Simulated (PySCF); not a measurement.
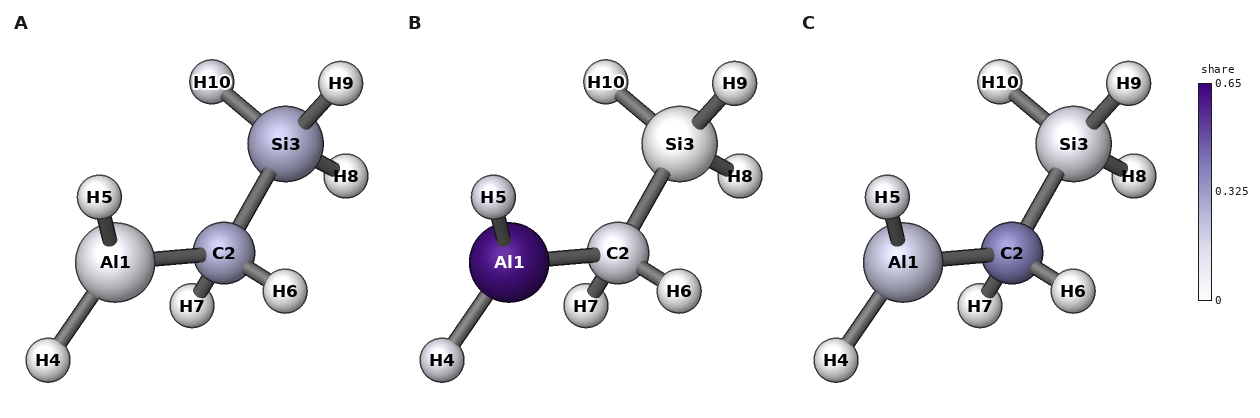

Each panel colours the atoms by their Löwdin share in one orbital (up to four of the largest shares; other atoms are shown as zero). Geometry: a frame of a GFN2-xTB molecular-dynamics simulation, not a minimum. Method: PBE0/def2-SVPD (PySCF 2.14.0).

### The panels show the HOMO−2, HOMO, LUMO, in some order. Which is which?

A: HOMO−2, −9.19 eV; C2 0.28, Si3 0.27, H10 0.11, Al1 0.08
B: LUMO, −1.42 eV; Al1 0.61, C2 0.11, H5 0.11, H4 0.10
C: HOMO, −8.08 eV; C2 0.39, Al1 0.21, Si3 0.10, H5 0.08
